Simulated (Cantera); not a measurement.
A closed system holds: 1 mol B2H6, 2.6 mol O2, 19 mol H2, equilibrated at 1875 °C.

These are equilibrium values from Cantera (NASA tables, ideal gas, pure condensed phases), not measurements of a reactor. Candidate condensed phases: B, B2O3, B3O3H3, H2O; 23 gas species. The feed counts by its element totals alone. Equilibrium is a limit: real reactors are often held back by kinetics, nucleation or transport.

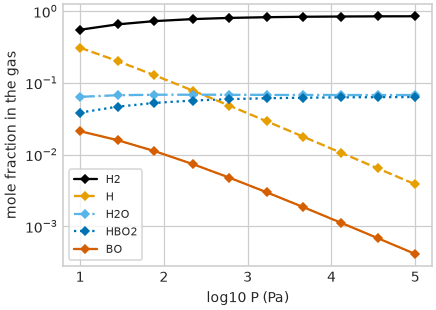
Figure. Equilibrium gas composition (values under 1e-9 drawn at 1e-9)

Read off the mole fractions at 0.578 Torr.

H2 about 0.73, H about 0.13, H2O about 0.068, HBO2 about 0.052, BO about 0.011.
